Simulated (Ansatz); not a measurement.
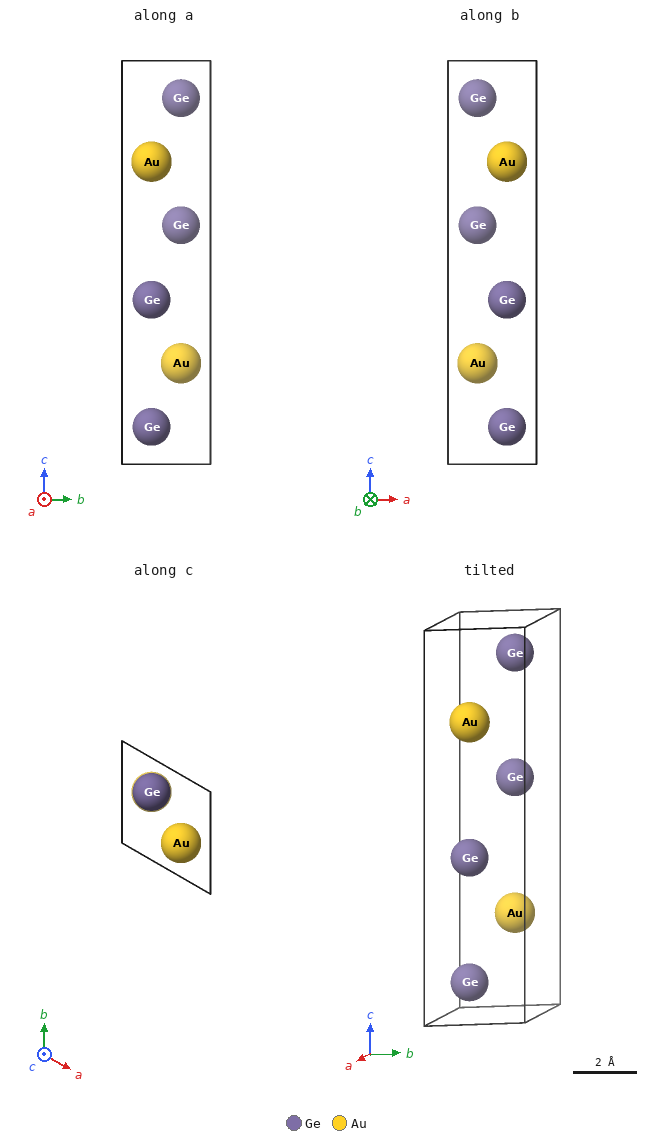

Crystal structure, spheres-only style, seen along the a axis, along the b axis, along the c axis and slightly off an axis. The frame is the conventional unit cell; atoms at its boundary are shown with their periodic copies.

Lattice parameters: a = 3.2582 Å, b = 3.2582 Å, c = 12.8596 Å, α = 90.000°, β = 90.000°, γ = 120.000°.

Q: Write the structure as a CIF with its space group and independent sites, with free fractional coordinates to two decimals.

A:
```cif
data_structure
_symmetry_space_group_name_H-M 'P 63/m m c'
_symmetry_Int_Tables_number 194
_cell_length_a 3.2582
_cell_length_b 3.2582
_cell_length_c 12.8596
_cell_angle_alpha 90.000
_cell_angle_beta 90.000
_cell_angle_gamma 120.000
_cell_volume 118.22
loop_
_atom_site_label
_atom_site_type_symbol
_atom_site_symmetry_multiplicity
_atom_site_Wyckoff_symbol
_atom_site_fract_x
_atom_site_fract_y
_atom_site_fract_z
_atom_site_occupancy
Ge1 Ge 4 f 0.3333 0.6667 0.59 1
Au1 Au 2 c 0.3333 0.6667 0.25 1
```

The structure comes from a structure type filled with these elements by a generator (whether the compound takes this form wasn't checked). The structure drawn was relaxed with DFT PBE, scalar-relativistic, plane waves, PAW in Ansatz.
